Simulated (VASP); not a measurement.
Band structure of Ag₂S (relaxed from the CdI2 structure, space group P-3m1). Computed with PBEsol GGA, VASP's PBE PAW potentials (set 64) (plane waves; VASP).

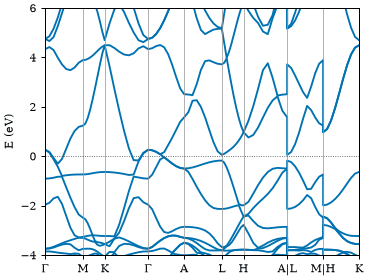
Fig. 1. Bands along high-symmetry lines, zero at the valence-band maximum or, without a gap, the Fermi level

Question: Read the plot: is there a gap, and where are the band edges?

Answer: It has no gap at this level: it comes out as a metal or semimetal. (Edges off the drawn lines would not show.)

The structure was generated: Ag2S was put into the CdI2 type (P-3m1), which need not be its known phase. It was relaxed first, which changed the volume by -17 %.
